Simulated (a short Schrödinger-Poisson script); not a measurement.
System: gated Al0.3Ga0.7As/GaAs δ-doped gas, at 20 K.

```tsv
layer	material	thickness (nm)	Na (cm⁻³)
1	Al0.3Ga0.7As	15	-
2	Al0.3Ga0.7As	2	-
3	GaAs	6000	2e15
```

Constants are typed, rounded textbook-type inputs, not results; the design itself was drawn at random and stands for no fabricated device. Al0.3Ga0.7As: permittivity 12.05, conduction-band edge (eV) 0.237, gap (eV) 1.798, electron mass (mₑ) 0.0919, Nv at 300 K (cm⁻³) 9e18. GaAs: permittivity 12.9, conduction-band edge (eV) 0, gap (eV) 1.424, Nv at 300 K (cm⁻³) 9e18.

Channel valleys (confinement mass, in-plane density-of-states mass, number): Γ 0.067, 0.067, 1. At the gate the conduction-band edge of layer 1 lies 0.99 eV − eVg above the Fermi level of the channel; the field vanishes at the back. Sheet of ionised δ-doping: +2.9e12 e/cm² at 15 nm from the gate. The barrier under the gate holds no holes. Gaps are held at their typed values at every temperature. Mesh 0.08 nm at interfaces.

From a short Schrödinger-Poisson script (our own, NumPy): 1D Poisson equation in equilibrium, electrons quantum, Hartree (BenDaniel-Duke, 40 states a valley, the channel's in-plane mass for all, wave functions free to enter the barrier), parabolic valleys, classical holes, full ionisation, no traps, pinning or gate leakage.

Only gate voltages with over 1e8 electrons/cm² are shown.

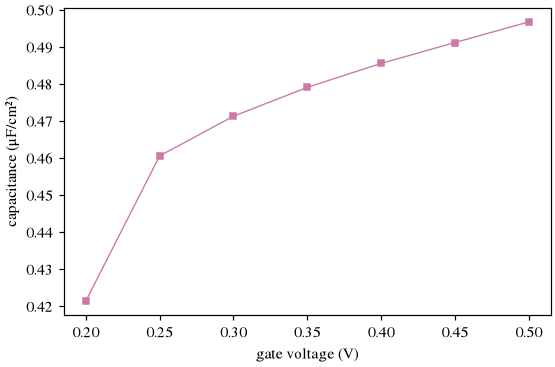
Quasi-static capacitance against gate voltage

```tsv
Vg (V)	electrons (cm⁻²)	in the channel layer	C (μF/cm²)	Γ E0 (meV)	Γ E1 (meV)
0.5	9.33e11	8.97e11	0.497	-33.3	6.5
0.45	7.79e11	7.53e11	0.491	-27.8	10.5
0.4	6.27e11	6.09e11	0.485	-22.4	14.4
0.35	4.76e11	4.65e11	0.479	-17.0	18.1
0.3	3.28e11	3.22e11	0.471	-11.7	21.7
0.25	1.83e11	1.80e11	0.461	-6.5	25.0
0.2	4.35e10	4.30e10	0.421	-0.7	28.9
```

Subbands count from the Fermi level.
